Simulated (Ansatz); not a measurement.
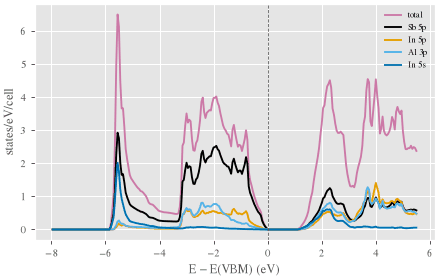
Figure. Total and projected density of states of AlInSb2 in space group P-4m2 (No. 115; Al on 1a, In on 1c, Sb on 2g), DFT-r²SCAN in the program Ansatz with PAW potentials

### Question
Which orbitals carry the states next to the gap?

### Answer
Top 1 eV of the valence band: Sb 5p 74 %, In 5p 17 %, Al 3p 7 %. Bottom 1 eV of the conduction band: Sb 5p 24 %, In 5s 19 %, Al 3p 16 %, Sb 5s 13 %, In 5p 12 %, Al 3s 10 %, outside the projected shells 7 %. Projections are on Löwdin-orthogonalised atomic valence shells; empty p or d shells of many metals are not among them.

### Question
Where is the tallest occupied peak in this window, and what makes it?

### Answer
Near -5.5 eV, about 6.5 states/eV per cell; the largest projected share is Sb 5p.

The workflow started from a Materials Project entry (that database holds measured and hypothetical structures alike); the Crystallography Open Database copy checked does not list it. With Al and In taken as one species the cell has the higher symmetry F-43m, so it may be an ordered model of a mixed-site phase. Whether it is the stable phase at ambient conditions was not checked. The r²SCAN relaxation kept the symmetry of its start; its stability against distortions is not shown here. Scalar-relativistic: spin–orbit coupling is off unless named, which matters more the heavier the elements.

Potentials: the later of the program's two PAW sets.
